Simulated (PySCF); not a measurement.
# C9H9: the cost of one run

Computed with PySCF 2.14.0 and routines of our own; the level stands in each step. Atoms count from 0.

## 1. The starting structure

18 atoms, charge 1, multiplicity 1; geometry from: GFN2-xTB.

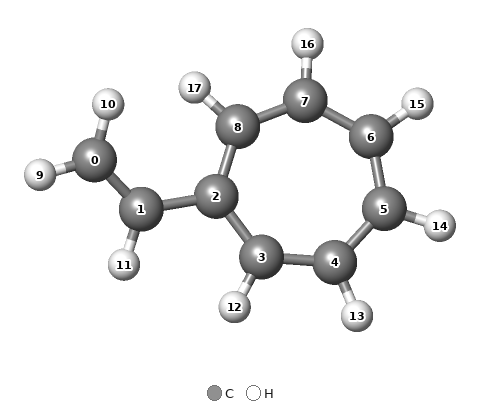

The starting geometry (carbon grey, hydrogen white).

## 2. Relaxing the molecule at B3LYP/def2-SV(P)

The job: settings as JSON, then the geometry in Å.

```
{"job": {"xc": "B3LYP", "basis": "def2-SV(P)", "grid": 1, "kind": "geom"}, "charge": 1, "multiplicity": 1}
C     -2.915462     0.821897     0.728339
C     -2.190915    -0.103453     0.095249
C     -0.744366    -0.105361    -0.044238
C     -0.153517    -1.358920    -0.297803
C      1.176250    -1.705504    -0.424108
C      2.312851    -0.896495    -0.338562
C      2.370007     0.471404    -0.153619
C      1.306401     1.366604    -0.005967
C     -0.049422     1.115116     0.046563
H     -3.985283     0.724534     0.801615
H     -2.487544     1.675878     1.227348
H     -2.696231    -0.967209    -0.316177
H     -0.855520    -2.179798    -0.395179
H      1.368769    -2.755827    -0.607303
H      3.262419    -1.406894    -0.443266
H      3.359248     0.911891    -0.132992
H      1.590553     2.408268     0.086292
H     -0.676997     1.990186     0.162152
```

Command:

```sh
OMP_NUM_THREADS=1 python excited_run.py task.json out
```

This one command runs all jobs of the session in turn.

Q: Estimate the wall time and peak memory of this first job on 1 thread of Arm Neoverse V2, shared host.

About 63 s, with a peak of 0.61 GiB.
